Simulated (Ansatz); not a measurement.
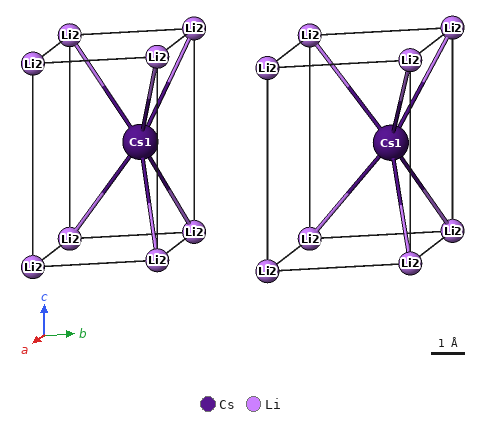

Two geometries of solid CsLi (a generated structure, set up in P-6m2), drawn at one scale. One is the start of a relaxation, the other its converged end. A ball-and-stick model of the cell of the calculation, seen slightly off an axis.

These are results of Ansatz, DFT PBE+D3(BJ), scalar-relativistic, plane waves, PAW, not measurements. (plane-wave cutoff 420 eV; k-point mesh 12 × 12 × 8; occupations gaussian; smearing width 0.1 eV; no spin polarisation; cell and atoms relaxed; force threshold 0.005 eV/Å; at most 80 steps)

Which of the two is the end point?

The right one is the relaxed one. The atoms keep their places relative to the cell (all moves are under 0.005 Å). Cell: a = b 3.887 → 4.464 Å (+14.8 %), c 6.364 → 6.357 Å (−0.1 %). Volume +31.7 %. Near-neighbour distances that change, for instance: Cs1–Cs1 3.887 → 4.464 Å, Cs1–Li2 3.894 → 4.092 Å. Among the angles between lasting bonds that change: Cs1–Li2–Cs1 109.6° → 101.9°, Cs1–Li2–Cs1 59.9° → 66.1°, Cs1–Li2–Cs1 146.5° → 143.3°. The space group stays P-6m2 (No. 187). After 7 accepted moves (8 points after the start) the energy has fallen by 0.120 eV per cell of the calculation. All forces vanish by symmetry, so only the cell relaxes. Pressure: 1.24 GPa at the start and 0.03 GPa at the end. At 1 point the geometry stayed and the basis and grid were re-selected for the new cell (energy shift of 1.8 meV per cell of the calculation at most each time). The run took about 90 core-seconds on a shared host.
